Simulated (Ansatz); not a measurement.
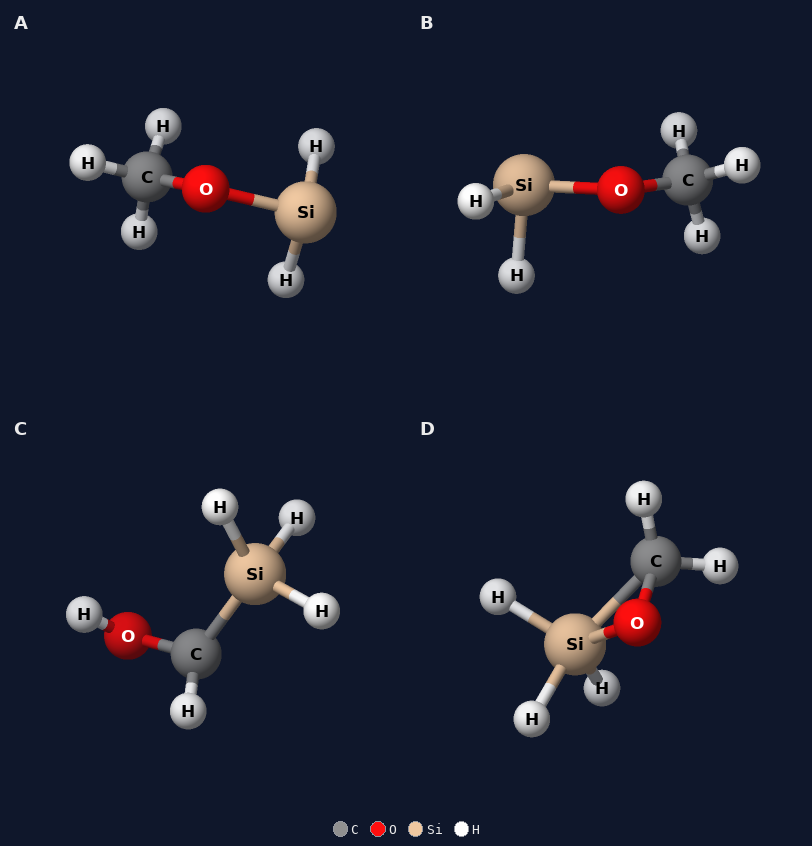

4 stationary structures of one formula. Charge −1, singlet. Geometries: PBE0-D4/def2-TZVPD. Electronic energies: PBE0-D4/def2-TZVPD (Ansatz 0.2.0), without zero-point energy. No frequency run is at hand to confirm each as a minimum. Each is one conformer, not always the lowest.

Rank them by energy, lowest first.

Answer. A is lowest (Cs); B lies 0.105 eV above it (C1), D lies 0.665 eV above it (Cs), C lies 1.895 eV above it (C1).
